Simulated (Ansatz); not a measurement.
# C2H3F3O: a ladder of functionals and wavefunction methods

Aim: compute C2H3F3O with functionals from several rungs and with coupled cluster, and see how far each lands from CCSD(T) at the basis-set limit for the atomisation energy.

Computed with Ansatz 0.2.0, Gaussian basis. Level: functionals in def2-TZVPP, the program's frozen cores in correlated methods.

The runs, in order: LDA (SPW92), PBE-D4, revPBE-D4, BLYP-D4, r2SCAN-D4, B97M-V, PBE0-D4, B3LYP-D4, r2SCANh-D4, r2SCAN0-D4, HSE06-D4, BHLYP-D4, CAM-B3LYP-D4, LC-ωPBE, ωB97X-V, ωB97M-V, B2PLYP, PBE-QIDH; CCSD(T)/def2-SVP; CCSD(T)/def2-TZVPP; MP2/def2-QZVPP; extrapolation to the limit; RPA on PBE.

## Step 1: Structure used throughout

All runs share one geometry, relaxed beforehand with PBE0-D4 in a triple-zeta def2 set.

SMILES `FCOC(F)F`, 9 atoms, charge 0, spin multiplicity 1.

Atoms are counted from 1 here; the program's logs count them from 0.

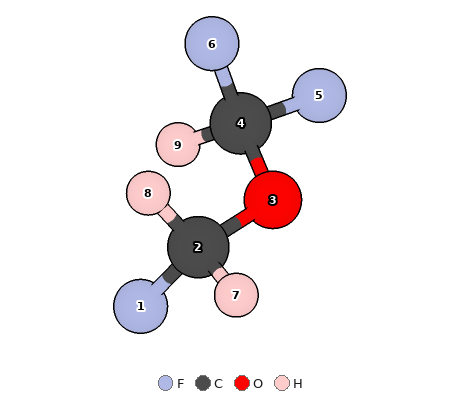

The structure; fluorine light blue, carbon dark grey, oxygen red, hydrogen pink; atoms are numbered from 1 in the order of the file.

## Step 2: LDA

This LDA is Slater exchange with PW92 correlation.

The input, in.yaml:

```yaml
crystal:
  periodic: [false, false, false]
  atoms:
    - {symbol: F, position_ang: [-0.182871, -1.919336, -0.054184]}
    - {symbol: C, position_ang: [0.727245, -0.928087, 0.211328]}
    - {symbol: O, position_ang: [0.492921, 0.169984, -0.599264]}
    - {symbol: C, position_ang: [-0.612869, 0.908196, -0.275928]}
    - {symbol: F, position_ang: [-0.768998, 1.809662, -1.243573]}
    - {symbol: F, position_ang: [-0.409146, 1.573749, 0.885500]}
    - {symbol: H, position_ang: [1.722162, -1.292061, -0.041710]}
    - {symbol: H, position_ang: [0.641771, -0.676199, 1.272217]}
    - {symbol: H, position_ang: [-1.521514, 0.307789, -0.171585]}
basis:
  gaussian: {orbitals: def2-TZVPP}
hamiltonian: {xc: lda}
output: {orbitals: {seedname: orbitals}}
```

Launch:

```console
$ ansatz run in.yaml --threads 4 --pin off --events-out ev --progress --plain --max-ram 10444MiB
```

After this run come: PBE-D4 (GGA); revPBE-D4 (GGA); BLYP-D4 (GGA); r2SCAN-D4 (meta-GGA); B97M-V (meta-GGA); PBE0-D4 (hybrid); B3LYP-D4 (hybrid); r2SCANh-D4 (hybrid); r2SCAN0-D4 (hybrid); HSE06-D4 (hybrid); BHLYP-D4 (hybrid); CAM-B3LYP-D4 (range-separated); LC-ωPBE (range-separated); ωB97X-V (range-separated); ωB97M-V (range-separated); B2PLYP (double hybrid); PBE-QIDH (double hybrid); CCSD(T) in def2-SVP; CCSD(T) in def2-TZVPP; MP2 in def2-QZVPP; RPA on PBE orbitals.

Q: Predict the results of all the runs planned. Wanted: atomisation energy, CCSD(T)/CBS; farthest beyond LDA; mean size of error, GGA; mean size of error, meta-GGA; mean size of error, hybrid; mean size of error, range-separated; mean size of error, double hybrid; gap, smallest and largest; T1 diagnostic.

The runs gave:

| quantity | value |
| --- | --- |
| atomisation energy, CCSD(T)/CBS | 3544.6 kJ/mol |
| functionals within 17.7 kJ/mol (0.5 %) | revPBE-D4, BLYP-D4, B97M-V, PBE0-D4, HSE06-D4, ωB97X-V, ωB97M-V |
| farthest beyond LDA | BHLYP-D4 (-195.1 kJ/mol) |
| mean size of error, GGA | 55.8 kJ/mol |
| mean size of error, meta-GGA | 14.4 kJ/mol |
| mean size of error, hybrid | 59.1 kJ/mol |
| mean size of error, range-separated | 19.5 kJ/mol |
| mean size of error, double hybrid | 34.0 kJ/mol |
| gap, smallest and largest | 8.56 eV (LDA (SPW92)), 16.41 eV (LC-ωPBE) |
| T1 diagnostic | 0.0119 |
| triples share of the correlation energy | 3.2 % |

In words: LDA overbinds by 722.2 kJ/mol (20 %). PBE-D4 is off by +144.3 kJ/mol. Double hybrids carry the basis error of their MP2 part in triple zeta, and no dispersion term here, so their miss is partly the set-up's. Taken by rung, meta-GGA functionals do best (14.4 kJ/mol on average) and hybrid ones worst beyond LDA (59.1 kJ/mol). The gap between the best rungs is small, so their order is not settled. The mean of the hybrids holds BHLYP, with half exact exchange. Misses under about 17.7 kJ/mol are within the doubt on the reference itself, which lacks core-valence correlation, relativity and higher excitations. Hartree-Fock recovers 68 % of the binding; the rest is correlation. CCSD(T) in def2-SVP is off by -179.4 kJ/mol, so the small basis spoils what the method gains. Orbital gaps span 8.6 to 16.4 eV; exact exchange widens them.
